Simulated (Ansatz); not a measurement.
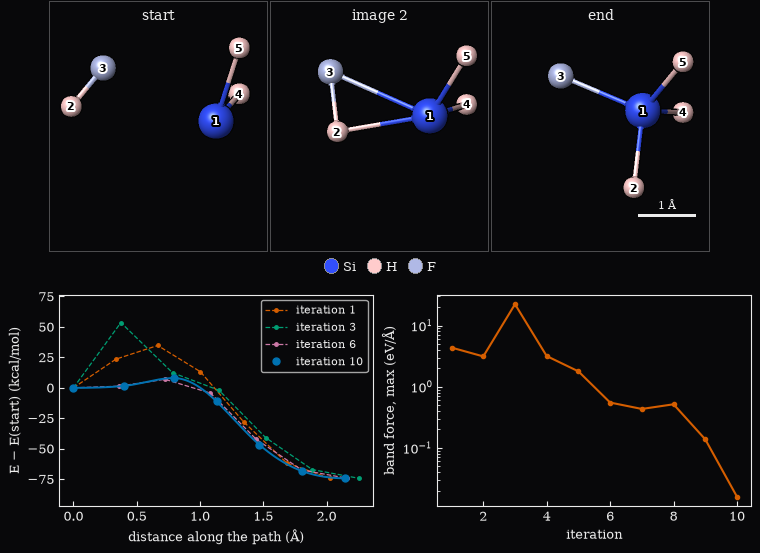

A nudged-elastic-band calculation for SiH3F, made up of SiH2 and HF. Images are numbered from 0 (start) to 6 (end). The plot follows the band through its iterations. Style: ball-and-stick. Shown from a free direction.

Method: RKS PBE0-D4/def2-SVP in Ansatz.

Input file:
```yaml
crystal:
  periodic: [false, false, false]
  atoms:
    - {symbol: Si, position_ang: [-0.729115, 0.041143, 0.663773]}
    - {symbol: H, position_ang: [0.349768, -1.343509, -1.233818]}
    - {symbol: F, position_ang: [0.701509, -0.524890, -0.974219]}
    - {symbol: H, position_ang: [0.480753, 0.404190, 1.508830]}
    - {symbol: H, position_ang: [-0.802915, 1.423066, 0.035633]}
basis:
  gaussian: {orbitals: def2-SVP}
hamiltonian: {xc: pbe0, dispersion: d4}
neb:
  images: 5
  climbing: true
  max_iterations: 40
  initial_path: idpp
  final_atoms:
    - {symbol: Si, position_ang: [-0.031664, -0.004212, 0.024720]}
    - {symbol: H, position_ang: [-0.696836, -1.291384, -0.285729]}
    - {symbol: F, position_ang: [1.223249, 0.162495, -0.953573]}
    - {symbol: H, position_ang: [0.462260, 0.003427, 1.421719]}
    - {symbol: H, position_ang: [-0.957008, 1.129674, -0.206937]}
```

Launched with:
```bash
ansatz run in.yaml --threads 2 --pin off --events-out ev --progress --plain --max-ram 4352MiB
```

How did the profile develop, and is the result final?

The run is converged, with reservations. The band converged in 10 iterations. The largest component of the band force went from 4.4 to 0.016 eV/Å. The climbing image converged on the top of the path. Its curvatures weren't checked. The largest force component is 0.17 eV/Å at the start and 0.74 eV/Å at the end; an end with forces this large is no minimum, and the barrier measured from it can be far off. The first iteration put the highest image at 34.8 kcal/mol. The energy climbs by 8.0 kcal/mol to image 2 and then falls by 82.3 kcal/mol, so the end point sits at −74.3 kcal/mol.

Limits of the set-up: the start holds two separate molecules, 2.2 Å apart at their closest, whose relative position is a soft coordinate.
